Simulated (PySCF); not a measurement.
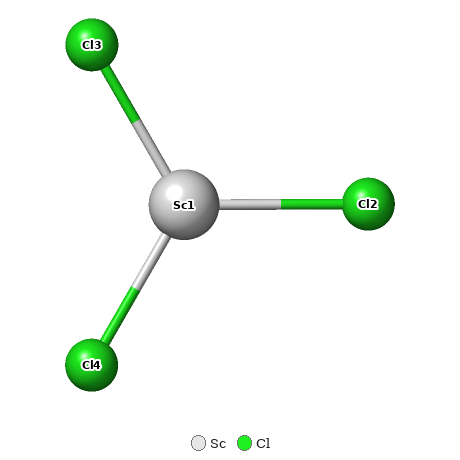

Rigid scan of ScCl₃, singlet, from a minimum of the shape that electron-pair counting expects: all bonds to atom 1 scaled (atom 1 is the central atom). PBE0/def2-SVP with PySCF 2.14.0, restricted determinant, no spin-orbit coupling; energies counted from the minimum. Splines pass through the computed points, which are marked.

What does it cost to go to either end of the scan?

Answer. 255.1 kJ/mol at 0.88 and 601.9 kJ/mol at 1.35.

What values does the calculation give?

Answer. In kJ/mol:
```csv
scale of the bond length,PBE0
0.88,255.1
0.92,99.5
0.96,21.9
1.00,0.0
1.04,17.3
1.08,61.6
1.14,160.3
1.22,322.6
1.35,601.9
```

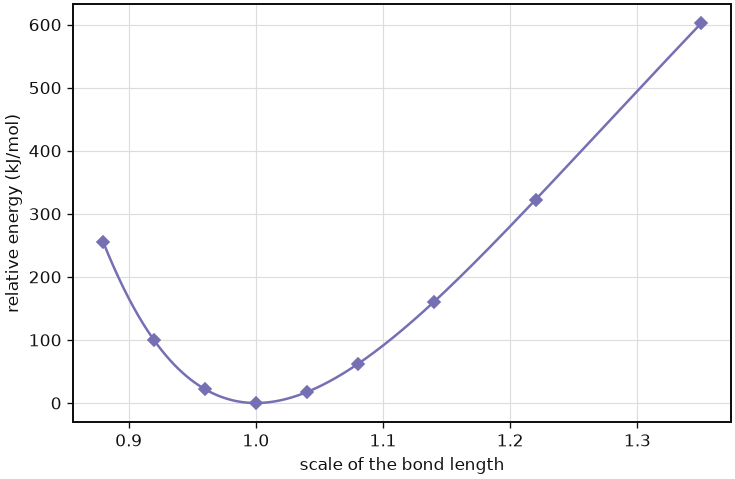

Note: closed-shell stability not tested; double-zeta basis on some or all atoms.
